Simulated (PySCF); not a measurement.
## Electronic structure of H₅OPb (charge +1) in real space

Input

```
mol = gto.M(atom='''
Pb     0.25579    -0.26764     0.26764
H      1.03611     1.07787     1.04088
H     -1.06699    -1.06343     1.06343
H      1.03611    -1.04088    -1.07787
O     -1.06865     1.11274    -1.11274
H     -1.43068     1.97774    -0.87248
H     -1.43068     0.87248    -1.97774''',
    basis={'Pb': 'def2-SVP', 'H': 'def2-SVP', 'O': 'def2-SVP'},
    ecp={'Pb': 'def2-SVP'},
    charge=1, spin=0)
mf = dft.RKS(mol, xc='PBE0')
mf.grids.atom_grid = (75, 302)  # f atoms: at least (60, 302), unpruned
mf = mf.density_fit()  # Pb def2-universal-JKFIT, H def2-universal-JKFIT, O def2-universal-JKFIT
mf.conv_tol = 1e-09; mf.max_cycle = 55
mf.kernel(dm0)
```

Command:

```sh
OMP_NUM_THREADS=2 python run.py
```

Core potentials replace the inner electrons of Pb.

Level of theory: RKS PBE0, Pb def2-SVP with ECP60, H def2-SVP, O def2-SVP; non-relativistic Hamiltonian with scalar-relativistic core potentials where named; density fitting in PySCF 2.14.0.

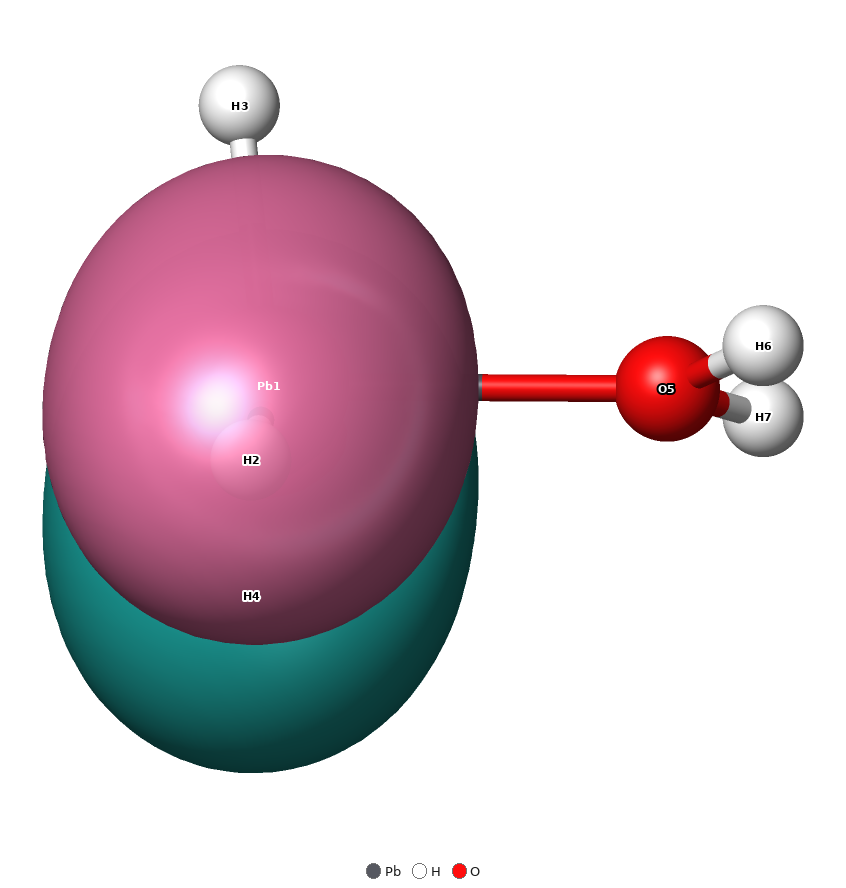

Figure 1. The HOMO−1 at ±0.1 Å⁻³ᐟ² (teal and pink are the two phases), seen from one side.

### Where does this orbital lie, and at what energy?

Its weight (Hirshfeld) is mainly on Pb1 (about 45 %), H2 (about 25 %) and H4 (about 25 %). Its energy is −14.65 eV.

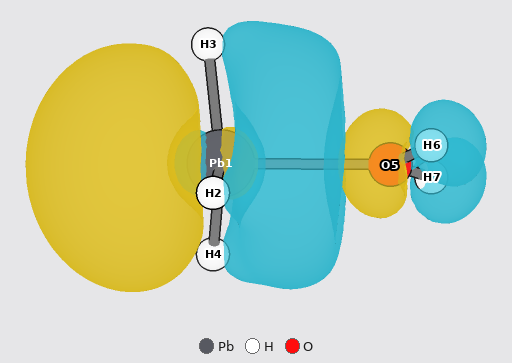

Figure 2. The LUMO at ±0.08 Å⁻³ᐟ² (yellow and cyan are the two phases), seen from one side.

### What is the character of this orbital?

Its weight (Hirshfeld) is mainly on Pb1 (about 75 %) and O5 (about 10 %). Its energy is −6.71 eV.
